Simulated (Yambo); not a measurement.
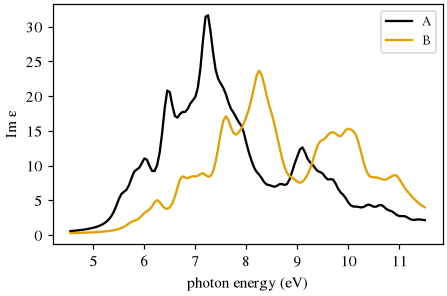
Fig. 1. Two computed absorption spectra of SiC (zinc blende, space group F-43m, No. 216) (Yambo, LDA bands with the same scissor, field along x)

Task: Which curve includes the electron-hole attraction (BSE)?

Result: Curve A: the attraction moves weight to lower energy (centre of the plotted range 7.7 eV against 8.7 eV). Settings: 10×10×10 mesh, 3 valence and 4 conduction bands, static screening with 11 bands and a 4 Ry block, scissor 1.20 eV, Tamm-Dancoff. The scissor comes from a G0W0 run whose convergence isn't established. Broadening 0.15 eV. The band window holds all transitions up to 12.8 eV. On this mesh the peak heights and the fine structure are mesh artefacts; only the shift of weight is robust.

Geometry relaxed with LDA; primitive cell a = b = c = 3.059 Å, α = β = γ = 60.00°.
